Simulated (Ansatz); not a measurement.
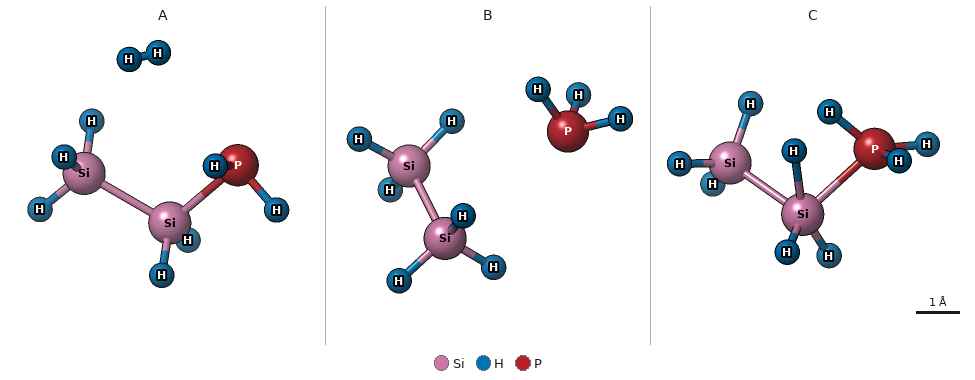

Three geometries of Si2PH9: a saddle point and the two minima that it joins, in shuffled order. The picture is a ball-and-stick view, seen at a tilt. Sticks join atoms that are closer than about 1.2 times the sum of their covalent radii (a little more with hydrogen).

Stationary points at PBE0-D4/def2-TZVP, single-point energies with CAM-B3LYP-D4, wB97M-V, CCSD(T)/CBS, r2SCAN0-D4 (def2-TZVPP where no basis is named; Ansatz 0.2.0). The energies are electronic, without zero-point or thermal terms, and both ends are the minima reached downhill from the saddle, with any fragments still in contact. CCSD(T)/CBS stands for a frozen-core estimate: MP2 correlation extrapolated from def2-TZVPP and def2-QZVPP, CCSD(T) minus MP2 from the smaller set.

### Which frame is the transition state, what reaction does it lead through, and what barrier is to be expected?

Frame C is the saddle point. Counted by bonded pieces, B holds PH₃ + Si₂H₆ and A holds H₂ + Si₂PH₇. From B over the saddle to A, bonds form: P–Si (3.85 → 2.30 → 2.26 Å), H–H (3.54 → 1.32 → 0.75 Å). Bonds break: H–Si (1.49 → 1.89 → 4.50 Å), H–P (1.42 → 1.50 → 3.41 Å). The saddle has one imaginary mode, 1392i cm⁻¹. With CAM-B3LYP-D4 the barrier is 63.1 kcal/mol from B and 60.3 kcal/mol from A, and A lies 2.8 kcal/mol above B.

```
       level  barrier from B (kcal/mol)  barrier from A (kcal/mol)  A less B (kcal/mol)
CAM-B3LYP-D4                       63.1                       60.3                  2.8
     wB97M-V                       61.5                       60.0                  1.6
 CCSD(T)/CBS                       60.6                       60.2                  0.4
  r2SCAN0-D4                       56.6                       56.4                  0.1
```

Against CCSD(T)/CBS, wB97M-V comes closest on the barrier from B (+0.9 kcal/mol) and r2SCAN0-D4 misses most (−4.0 kcal/mol).

Limits of the set-up: the start holds two separate molecules, 3.1 Å apart at their closest, whose relative position is a soft coordinate.
